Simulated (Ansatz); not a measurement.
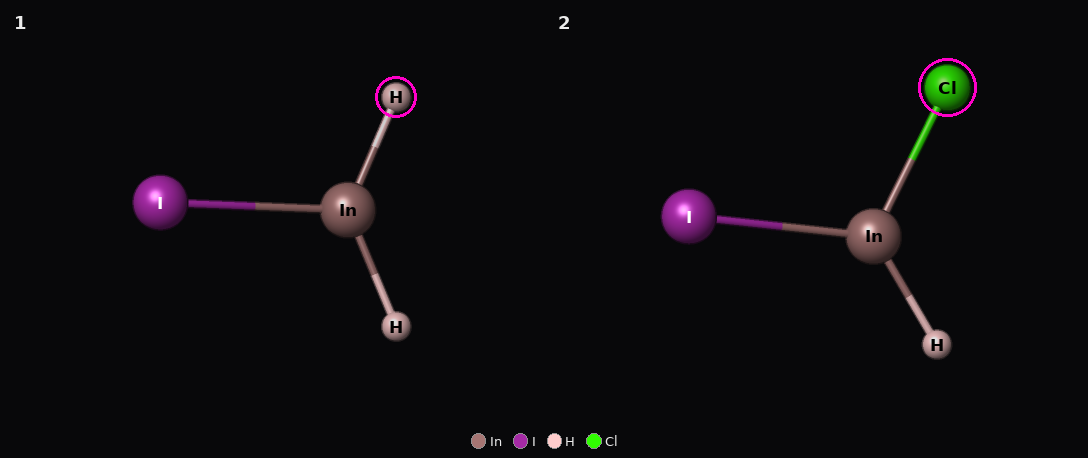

2 molecules with one skeleton, seen from the same side and at one scale; the atom that differs is circled. Charge 0, singlet. Computed geometries: PBE0-D4/def2-TZVP optimisations, one conformation each. Properties computed with Ansatz 0.2.0. Elements past Kr carry core potentials.

One atom differs, called X below: H in panel 1, Cl in panel 2. Their formulas are H2IIn (`[InH2][I]`), ClHIIn (`[Cl][InH][I]`).

### In which is the dipole moment larger (ωB97M-V/def2-TZVPP)?

In panel 1 (X = H).

### In which is the harmonic zero-point energy higher (PBE0-D4/def2-TZVP)?

In panel 1 (X = H).

Give the values. With PBE0-D4/def2-TZVP: length of X–In (Å), angle X–In–H (°), harmonic zero-point energy (kJ/mol). With ωB97M-V/def2-TZVPP: dipole moment (D), HOMO energy (Kohn–Sham orbital) (eV), HOMO–LUMO gap (eV).

```
                            quantity  1 (H)  2 (Cl)   2 − 1
                  length of X–In (Å)  1.708   2.321  +0.613
                    angle X–In–H (°)  132.3   120.9   −11.4
                   dipole moment (D)   2.41    2.16   −0.25
HOMO energy (Kohn–Sham orbital) (eV)  −9.40   −9.96   −0.56
                  HOMO–LUMO gap (eV)   8.82    9.48   +0.66
 harmonic zero-point energy (kJ/mol)   32.3    20.1   −12.2
```
